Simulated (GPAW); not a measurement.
# A GW chain in GPAW: InP (F-43m)

Aim: the G0W0 gap of InP (F-43m) on PBE, step by step.

Program: GPAW 26.7.0. Level of theory: PBE and many-body steps on it, plane waves. Results are calculated unless marked as measured.

The database entry behind the starting cell differs from later determinations by our own check (0.1 to 0.3 % short, probably kX units), so it need not match the best structure at ambient conditions.

## (1) The structure

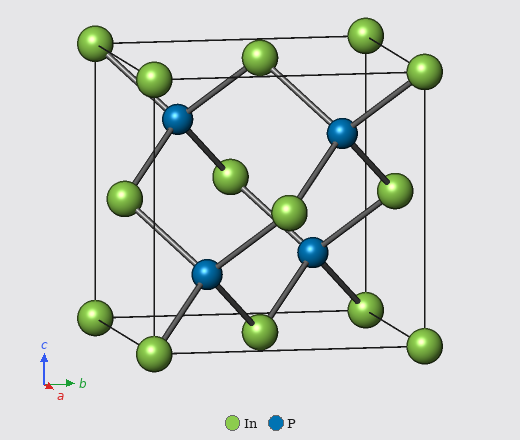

The starting structure, seen slightly off an axis (indium green, phosphorus blue). This picture shows the conventional cell, with its axes. Bonds to atoms that aren't drawn are left out. Some periodic images of atoms are drawn too.

Coordinates:

```
In P
1.0
     0.00000    2.93050    2.93050
     2.93050    0.00000    2.93050
     2.93050    2.93050    0.00000
In P
1 1
Cartesian
  0.0000 0.0000 0.0000
  1.4652 1.4652 1.4653
```

The cell and positions come from the Crystallography Open Database and are kept as given unless a step says otherwise.

## (2) Ground state

This step: GPAW 26.7.0; DFT, PBE, plane waves, PAW.

The ground-state density comes first.

run.py

```python
import json
import numpy as np
from gpaw.mpi import world
from ase import Atoms
from gpaw import GPAW, PW, FermiDirac

atoms = Atoms(['In', 'P'],
    cell=[[0.0000000000, 2.9305000000, 2.9305000000],
      [2.9305000000, 0.0000000000, 2.9305000000],
      [2.9305000000, 2.9305000000, 0.0000000000]],
    scaled_positions=[[0.0000000000, 0.0000000000, 0.0000000000],
      [0.2500000000, 0.2500000000, 0.2500000000]],
    pbc=(True, True, True))
calc = GPAW(mode=PW(450),
    xc='PBE',
    kpts={'size': (8, 8, 8), 'gamma': True},
    occupations=FermiDirac(0.001),
    nbands=-7,
    convergence={'density': 1e-6, 'bands': -3},
    maxiter=100,
    txt='gs.txt')
atoms.calc = calc
res = {'energy': atoms.get_potential_energy()}
kpts = calc.get_ibz_k_points()
res['kpts'] = kpts
res['eigenvalues'] = [calc.get_eigenvalues(kpt=k) for k in range(len(kpts))]
res['n_electrons'] = calc.get_number_of_electrons()
calc.write('gs.gpw')

if world.rank == 0:
    with open('result.json', 'w') as f:
        json.dump(res, f, default=lambda x: x.tolist())
```

Run with:

```bash
mpirun -n 4 gpaw python run.py
```

Numbers of over 12 decimals in the logs are rounded to 6 here.

What it wrote:

```text
__  _  _
 | _ |_)|_||  |
 |__||  | ||/\| - 26.7.0

Input parameters:
  mode=PW(ecut=450.000000),
  convergence={'density': 1e-06, 'bands': -3},
  kpts=MonkhorstPack(size=(8, 8, 8), gamma=True),
  maxiter=100,
  nbands=-7,
  occupations=Occupations(name='fermi-dirac', width=0.001, fixmagmom=False),
  xc=XC(name='PBE')
  [... matrices ...]
Diagonalizing LCAO Hamiltonian
Converting LCAO to pw mode

           P

       In

Atoms  # Å, Bohr magnetons
|   | symbol |        x |        y |        z |    initial magnetic moments |
| 0 |     In | 0.000000 | 0.000000 | 0.000000 | ( 0.0000,  0.0000,  0.0000) |
| 1 |      P | 1.465250 | 1.465250 | 1.465250 | ( 0.0000,  0.0000,  0.0000) |

Unit cell  # Å
| periodic |        x |        y |        z |  lengths |    angles |
|      yes | 0.000000 | 2.930500 | 2.930500 | 4.144353 | 60.000000 |
|      yes | 2.930500 | 0.000000 | 2.930500 | 4.144353 | 60.000000 |
|      yes | 2.930500 | 2.930500 | 0.000000 | 4.144353 | 60.000000 |

Number of symmetries: 24
Symmetry operations  # r_c * U_cc + t_c -> r_c
|    | kind |            matrix            |
|  0 |  E   |  1, 0, 0,  0, 1, 0,  0, 0, 1 |
|  1 |  σ   |  1, 0, 0,  0, 0, 1,  0, 1, 0 |
|  2 |  σ   |  1, 0,-1,  0, 1,-1,  0, 0,-1 |
|  3 |  C3  |  1, 0,-1,  0, 0,-1,  0, 1,-1 |
|  4 |  C3  |  1,-1, 0,  0,-1, 1,  0,-1, 0 |
|  5 |  σ   |  1,-1, 0,  0,-1, 0,  0,-1, 1 |
|  6 |  σ   |  0, 1, 0,  1, 0, 0,  0, 0, 1 |
|  7 |  C3  |  0, 1, 0,  0, 0, 1,  1, 0, 0 |
|  8 |  C2  |  0, 1,-1,  1, 0,-1,  0, 0,-1 |
|  9 |  S4  |  0, 1,-1,  0, 0,-1,  1, 0,-1 |
| 10 |  C3  |  0, 0, 1,  1, 0, 0,  0, 1, 0 |
| 11 |  σ   |  0, 0, 1,  0, 1, 0,  1, 0, 0 |
| 12 |  S4  |  0, 0,-1,  1, 0,-1,  0, 1,-1 |
| 13 |  C3  |  0, 0,-1,  0, 1,-1,  1, 0,-1 |
| 14 |  S4  |  0,-1, 1,  1,-1, 0,  0,-1, 0 |
| 15 |  C2  |  0,-1, 1,  0,-1, 0,  1,-1, 0 |
| 16 |  C3  |  0,-1, 0,  1,-1, 0,  0,-1, 1 |
| 17 |  S4  |  0,-1, 0,  0,-1, 1,  1,-1, 0 |
| 18 |  S4  | -1, 1, 0, -1, 0, 1, -1, 0, 0 |
| 19 |  C3  | -1, 1, 0, -1, 0, 0, -1, 0, 1 |
| 20 |  C3  | -1, 0, 1, -1, 1, 0, -1, 0, 0 |
| 21 |  S4  | -1, 0, 1, -1, 0, 0, -1, 1, 0 |
| 22 |  σ   | -1, 0, 0, -1, 1, 0, -1, 0, 1 |
| 23 |  C2  | -1, 0, 0, -1, 0, 1, -1, 1, 0 |

BZ-sampling:
  Number of BZ points: 512
  Number of IBZ points: 29

  Monkhorst-Pack size: [8, 8, 8]
  Monkhorst-Pack shift: [0.0625, 0.0625, 0.0625]

K-points  # in reciprocal-cell coordinates
|     |                                coordinates |     weight |
|   0 | (  0.00000000,   0.00000000,   0.00000000) | 0.00195312 |
|   1 | (  0.12500000,   0.12500000,   0.00000000) | 0.01171875 |
|   2 | (  0.12500000,   0.12500000,   0.12500000) | 0.01562500 |
|   3 | (  0.25000000,   0.12500000,   0.12500000) | 0.02343750 |
|   4 | (  0.25000000,   0.25000000,   0.00000000) | 0.01171875 |
|   5 | (  0.25000000,   0.25000000,   0.12500000) | 0.04687500 |
|   6 | (  0.25000000,   0.25000000,   0.25000000) | 0.01562500 |
|   7 | (  0.37500000,   0.25000000,  -0.37500000) | 0.04687500 |
|   8 | (  0.37500000,   0.25000000,   0.12500000) | 0.04687500 |
|   9 | (  0.37500000,   0.25000000,   0.25000000) | 0.04687500 |
| ... |                                            |            |
|  28 | (  0.50000000,   0.50000000,   0.50000000) | 0.00781250 |

Plane wave coefficients: 1106
Cutoff: 450.000000 eV

Spin-components: 1 (collinear spins)
Bands:           16
Projectors:      11
Spin-degeneracy: 2
Datatype:        complex128

  Storage: CPU
  Wave functions: 7_921_408 bytes (1_980_352 per core)
  Projectors: 10_891_936 bytes (2_722_984 per core)
  [... matrices ...]
Parallelization:
  kpt:    4
  domain: 1
  band:   1

Density:
  Valence electrons: 18.0
  Components: 1
  Grid points: [21 21 21]
  Charge: 0.0  # |e|

Potential:
  Grid points: [21 21 21]

species:
  In:
    name:    Indium
    Z:       49.0
    valence: 13
    core:    36
    charge:  0.0  # [|e|]
    compensation charges:
      type: gauss
      rc: 0.36  # [Å]
      lmax: 2
    cutoffs:
      filter: 2.09  # [Å]
      core: 2.48  # [Å]
    projectors
    | kind |    occ | energy [eV] | rcut [Å] |
    |   5s |  2.000 |      -8.203 |    1.185 |
    |   5p |  1.000 |      -2.521 |    1.244 |
    |   4d | 10.000 |     -18.629 |    1.148 |
    |    s |        |      19.008 |    1.185 |
    |    p |        |      24.691 |    1.244 |
    |    d |        |       8.583 |    1.148 |

    Using partial waves for In as LCAO basis

  P:
    name:    Phosphorus
    Z:       15.0
    valence: 5
    core:    10
    charge:  0.0  # [|e|]
    compensation charges:
      type: gauss
      rc: 0.30  # [Å]
      lmax: 2
    cutoffs:
      filter: 1.69  # [Å]
      core: 1.81  # [Å]
    projectors
    | kind |    occ | energy [eV] | rcut [Å] |
    |   3s |  2.000 |     -13.968 |    0.953 |
    |   3p |  3.000 |      -5.506 |    0.953 |
    |    s |        |      13.244 |    0.953 |
    |    p |        |      21.705 |    0.953 |
    |    d |        |       0.000 |    0.953 |

    Using partial waves for P as LCAO basis

Reference energy: -169278.333319  # eV

eigensolver:
  PPCG
  Converge bands: -3
  niter=2

density mixing:
  MSR1-Mixer
  Pratt-step length: 0.05
  Maximum mixing coefficient: 0.75
  Old densities: 10
  SVD Regularization: 0.005
  Good broyden scale: 1.0
  Trust region scale: 1.0
  Backstep threshold: 4.0
  History deletion threshold: 6.0
  Fourier metric: weight=20.0, sigma=0.015

occupation numbers:
  Fermi-Dirac:
    width: 0.0010  # eV

poisson solver:
  ecut: 3600.000000  # eV

xc functional:
  name: PBE with 2 nearest neighbor stencil

Initialization done in: 1.418 s

convergence criteria:
- Maximum integral of absolute [dens]ity change: 1e-06 electrons / valence electron
- Maximum [total energy] change in last 3 cyles: 0.0005 eV / valence electron
- Maximum integral of absolute [eigenst]ate change: 4e-08 eV^2 / valence electron
maximum number of iterations: 100

SCF iterations
|iter     |     time |      energy | eigst |  dens |
|iter:   1|  |   -8.916430 | +1.07 |       |
|iter:   2|  |   -8.840182 | -0.66 | -1.11 |
|iter:   3|  |   -8.558413 | -1.30 | -1.16 |
|iter:   4|  |   -8.557651 | -3.05 | -1.74 |
|iter:   5|  |   -8.557679c| -3.72 | -2.24 |
|iter:   6|  |   -8.557728c| -5.00 | -3.01 |
|iter:   7|  |   -8.557733c| -6.09 | -3.55 |
|iter:   8|  |   -8.557733c| -7.41c| -4.48 |
|iter:   9|  |   -8.557733c| -7.83c| -5.32 |
|iter:  10|  |   -8.557733c| -8.42c| -5.76 |
|iter:  11|  |   -8.557733c| -8.87c| -6.54c|

Converged in 11 steps
SCF loop duration: 3.868 s (0.352 s/step)
Energy contributions relative to reference atoms: (reference = -169278.333319)
  [... matrices ...]
Energy contributions:
  Kinetic:          22.919858
  Coulomb:         -21.020358
  Zero:              0.200760
  External:          0.000000
  Xc:              -10.657993
  Entropy:          -0.000000
  Spinorbit:         0.000000
  ----------------------------
  Free energy:      -8.557733
  Extrapolated:     -8.557733

dipole moment: (-22.460587, -22.460587, -22.460587)  # |e|*Ang

Fermi level: 4.949
Eigenvalues  # (at kpt = [0.000, 0.000, 0.000])
| band index |      eig [eV] | occ [0-2] |
|          0 |        -9.176 |     2.000 |
|          1 |        -9.176 |     2.000 |
|          2 |        -9.176 |     2.000 |
|          3 |        -9.021 |     2.000 |
|          4 |        -9.021 |     2.000 |
|          5 |        -6.605 |     2.000 |
|          6 |         4.919 |     2.000 |
|          7 |         4.919 |     2.000 |
|          8 |         4.919 |     2.000 |
|          9 |         5.627 |     0.000 |
|         10 |         8.984 |     0.000 |
|         11 |         8.984 |     0.000 |
|         12 |         8.984 |     0.000 |
|         13 |        13.523 |     0.000 |
|         14 |        14.335 |     0.000 |
|         15 |        14.335 |     0.000 |

Gap: 0.708 eV
Transition (v -> c):
  (s=0, k=0, n=8, [0.00, 0.00, 0.00]) -> (s=0, k=0, n=9, [0.00, 0.00, 0.00])
No difference between direct/indirect transitions
# Writing to gs.gpw (mode='')
  [... matrices ...]
```

Run time: 7.3 s. Hardware: 4 MPI ranks of Intel Xeon Platinum 8259CL at 2.50GHz (Skylake/Cascade Lake), shared host; peak memory 0.64 GiB.

Numbers from this step:

| Property | Result |
| --- | --- |
| total energy | -8.558 eV |
| gap | 0.7081 eV |
| k of the valence top | 0, 0, 0 |
| k of the conduction bottom | 0, 0, 0 |
| least direct gap | 0.7081 eV |

The gap is direct, at Γ.

## (3) Bands along the symmetry lines

Levels along a band path, at the cheap level, show where the edges lie and whether the meshes to come will hold them.

run.py

```python
import json
import numpy as np
from gpaw.mpi import world
from gpaw import GPAW

path = [[0.000000, 0.000000, 0.000000],
    [-0.062500, -0.062500, 0.000000],
    [-0.125000, -0.125000, 0.000000],
    [-0.187500, -0.187500, 0.000000],
    [-0.250000, -0.250000, 0.000000],
    [-0.312500, -0.312500, 0.000000],
    [-0.375000, -0.375000, 0.000000],
    [-0.437500, -0.437500, 0.000000],
    [-0.500000, -0.500000, 0.000000],
    [-0.484375, -0.484375, 0.031250],
    [-0.468750, -0.468750, 0.062500],
    [-0.453125, -0.453125, 0.093750],
    [-0.437500, -0.437500, 0.125000],
    [-0.421875, -0.421875, 0.156250],
    [-0.406250, -0.406250, 0.187500],
    [-0.390625, -0.390625, 0.218750],
    [-0.375000, -0.375000, 0.250000],
    [-0.375000, 0.000000, 0.375000],
    [-0.328125, 0.000000, 0.328125],
    [-0.281250, 0.000000, 0.281250],
    [-0.234375, 0.000000, 0.234375],
    [-0.187500, 0.000000, 0.187500],
    [-0.140625, 0.000000, 0.140625],
    [-0.093750, 0.000000, 0.093750],
    [-0.046875, 0.000000, 0.046875],
    [0.000000, 0.000000, 0.000000],
    [0.000000, 0.000000, 0.062500],
    [0.000000, 0.000000, 0.125000],
    [0.000000, 0.000000, 0.187500],
    [0.000000, 0.000000, 0.250000],
    [0.000000, 0.000000, 0.312500],
    [0.000000, 0.000000, 0.375000],
    [0.000000, 0.000000, 0.437500],
    [-0.000000, -0.000000, 0.500000],
    [-0.062500, -0.031250, 0.468750],
    [-0.125000, -0.062500, 0.437500],
    [-0.187500, -0.093750, 0.406250],
    [-0.250000, -0.125000, 0.375000],
    [-0.312500, -0.156250, 0.343750],
    [-0.375000, -0.187500, 0.312500],
    [-0.437500, -0.218750, 0.281250],
    [-0.500000, -0.250000, 0.250000],
    [-0.500000, -0.281250, 0.218750],
    [-0.500000, -0.312500, 0.187500],
    [-0.500000, -0.343750, 0.156250],
    [-0.500000, -0.375000, 0.125000],
    [-0.500000, -0.406250, 0.093750],
    [-0.500000, -0.437500, 0.062500],
    [-0.500000, -0.468750, 0.031250],
    [-0.500000, -0.500000, 0.000000]]
calc = GPAW('gs.gpw').fixed_density(kpts=path,
    symmetry='off',
    nbands=19,
    convergence={'bands': 15},
    txt='bands.txt')
res = {}
kpts = calc.get_ibz_k_points()
res['kpts'] = kpts
res['eigenvalues'] = [calc.get_eigenvalues(kpt=k) for k in range(len(kpts))]
res['n_electrons'] = calc.get_number_of_electrons()

if world.rank == 0:
    with open('result.json', 'w') as f:
        json.dump(res, f, default=lambda x: x.tolist())
```

Run with:

```bash
mpirun -n 4 gpaw python run.py
```

What it wrote:

```text
Diagonalizing LCAO Hamiltonian
Converting LCAO to pw mode
convergence criteria:
- Maximum integral of absolute [eigenst]ate change: 4e-08 eV^2 / valence electron
maximum number of iterations: 100

SCF iterations
|iter     |     time |      energy | eigst |  dens |
|iter:   1|  |             | +1.96 |       |
|iter:   2|  |             | +0.07 |       |
|iter:   3|  |             | -0.62 |       |
[...]
|iter:   7|  |             | -5.58 |       |
|iter:   8|  |             | -6.79 |       |
|iter:   9|  |             | -7.81c|       |
SCF steps: 9
  __  _  _
 | _ |_)|_||  |
 |__||  | ||/\| - 26.7.0

Input parameters:
  mode=PW(ecut=450.000000),
  convergence={'bands': 15},
  gpts=array([21, 21, 21]),
  kpts=KPoints(kpts=array([[ 0.      ,  0.      ,  0.      ],
         [-0.0625  , -0.0625  ,  0.      ],
         [-0.125   , -0.125   ,  0.      ],
         [-0.1875  , -0.1875  ,  0.      ],
[...]
[-0.484375, -0.484375,  0.03125 ],
[...]
[-0.453125, -0.453125,  0.09375 ],
[...]
[-0.421875, -0.421875,  0.15625 ],
[...]
[-0.390625, -0.390625,  0.21875 ],
[...]
[-0.328125,  0.      ,  0.328125],
[...]
[-0.234375,  0.      ,  0.234375],
[...]
[-0.140625,  0.      ,  0.140625],
[...]
[-0.046875,  0.      ,  0.046875],
         [ 0.      ,  0.      ,  0.      ],
         [ 0.      ,  0.      ,  0.0625  ],
         [ 0.      ,  0.      ,  0.125   ],
[...]
[ 0.      ,  0.      ,  0.375   ],
         [ 0.      ,  0.      ,  0.4375  ],
[...]
[-0.5     , -0.4375  ,  0.0625  ],
         [-0.5     , -0.46875 ,  0.03125 ],
         [-0.5     , -0.5     ,  0.      ]])),
  maxiter=100,
  nbands=19,
  occupations=Occupations(name='fermi-dirac', width=0.001, fixmagmom=False),
  parallel={},
  symmetry=Symmetry(point_group=False, time_reversal=False),
  xc=XC(name='PBE')
  [... matrices ...]
timing:  # [seconds]
  Total: 0.037  # ━━━━━━━━━━━━━━━━━━━━━━━━━━━━━━━━━━━━━━━━━━━━━━━━━━━━━━━━━━━
```

It took 8.3 s on 4 MPI ranks; peak memory 0.68 GiB; 32 s of CPU time.

This step gave:

- gap: 0.7081 eV
- k of the valence top: 0, 0, 0
- k of the conduction bottom: 0, 0, 0
- least direct gap: 0.7081 eV

The gap is 0.708 eV, as in the run before at this level.

Electronic bands along the path, in eV, zero at the top of the highest filled band:

| point | band 6 | band 7 | band 8 | band 9 | band 10 | band 11 | band 12 | band 13 |
| --- | --- | --- | --- | --- | --- | --- | --- | --- |
| Γ | -11.52 | 0.00 | 0.00 | 0.00 | 0.71 | 4.06 | 4.06 | 4.06 |
| X | -9.14 | -5.75 | -2.34 | -2.34 | 1.76 | 2.28 | 9.21 | 9.57 |
| U | -9.15 | -5.61 | -3.32 | -1.95 | 2.36 | 4.39 | 7.49 | 7.53 |
| jump to K | -9.15 | -5.61 | -3.32 | -1.95 | 2.36 | 4.39 | 7.49 | 7.53 |
| Γ | -11.52 | 0.00 | 0.00 | 0.00 | 0.71 | 4.06 | 4.06 | 4.06 |
| L | -9.79 | -5.74 | -0.98 | -0.98 | 1.50 | 4.80 | 4.80 | 7.11 |
| W | -9.06 | -5.60 | -2.96 | -2.93 | 4.29 | 4.38 | 5.55 | 6.20 |
| X | -9.14 | -5.75 | -2.34 | -2.34 | 1.76 | 2.28 | 9.21 | 9.57 |

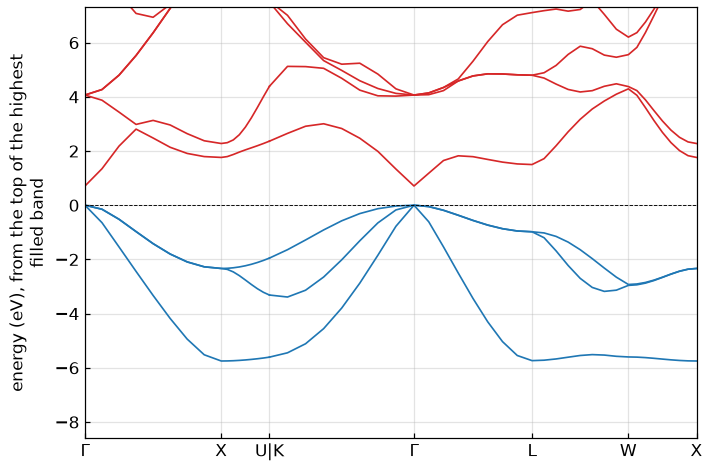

Electronic bands along the path; lines of filled and empty bands in two colours.

## (4) Empty states on the mesh, 6×6×6 mesh, 603 bands

The sums over transitions need many empty states on a uniform mesh; this step solves for them.

run.py

```python
import json
import numpy as np
from gpaw.mpi import world
from gpaw import GPAW

calc = GPAW('gs.gpw').fixed_density(kpts={'size': (6, 6, 6), 'gamma': True},
    parallel={'domain': 1, 'band': 1},
    txt='nscf.txt')
calc.diagonalize_full_hamiltonian(nbands=603)
calc.write('full.gpw', mode='all')
res = {}
kpts = calc.get_ibz_k_points()
res['kpts'] = kpts
res['eigenvalues'] = [calc.get_eigenvalues(kpt=k) for k in range(len(kpts))]
res['n_electrons'] = calc.get_number_of_electrons()

if world.rank == 0:
    with open('result.json', 'w') as f:
        json.dump(res, f, default=lambda x: x.tolist())
```

Run with:

```bash
mpirun -n 4 gpaw python run.py
```

What it wrote:

```text
Diagonalizing LCAO Hamiltonian
Converting LCAO to pw mode
convergence criteria:
- Maximum integral of absolute [eigenst]ate change: 4e-08 eV^2 / valence electron
maximum number of iterations: 100

SCF iterations
|iter     |     time |      energy | eigst |  dens |
|iter:   1|  |             | +0.99 |       |
|iter:   2|  |             | -0.59 |       |
|iter:   3|  |             | -1.83 |       |
[...]
|iter:   7|  |             | -5.84 |       |
|iter:   8|  |             | -6.86 |       |
|iter:   9|  |             | -7.62c|       |
SCF steps: 9
  __  _  _
 | _ |_)|_||  |
 |__||  | ||/\| - 26.7.0

Input parameters:
  mode=PW(ecut=450.000000),
  convergence={'density': 1e-06, 'bands': -3},
  gpts=array([21, 21, 21]),
  kpts=MonkhorstPack(size=(6, 6, 6), gamma=True),
  maxiter=100,
  nbands=16,
  occupations=Occupations(name='fermi-dirac', width=0.001, fixmagmom=False),
  parallel={'domain': 1, 'band': 1},
  xc=XC(name='PBE')
Matrix size: 1092x1092
# Writing to full.gpw (mode='all')
  [... matrices ...]

timing:  # [seconds]
  Total: 7.586  # ━━━━━━━━━━━━━━━━━━━━━━━━━━━━━━━━━━━━━━━━━━━━━━━━━━━━━━━━━━━
```

The job ended after 12 s (4 MPI ranks; peak memory 1.1 GiB).

This step gave:

* gap: 0.7081 eV
* k of the valence top: 0, 0, 0
* k of the conduction bottom: 0, 0, 0
* least direct gap: 0.7081 eV
* k points computed: 16
* lowest point of the top converged band, above the valence top: 289.0842 eV

On this mesh the gap is 0.708 eV.

[end of part 1 of 2]

[Paths, hosts, dates, memory and timing lines, banners, echoed tables and standing remarks are left out of the program output.]

[Logs are printed without paths, hosts, clocks, repeated set-up lines and the standing remarks that a program may print on its own settings, such as how far it seeks lower states.]

[Runs of the session that timed out or met a known fault of the program may be left out.]

[Hosts, paths, dates, database ids (printed as entryN), source tags and the programs' standing remarks are cut or masked in the printed files.]
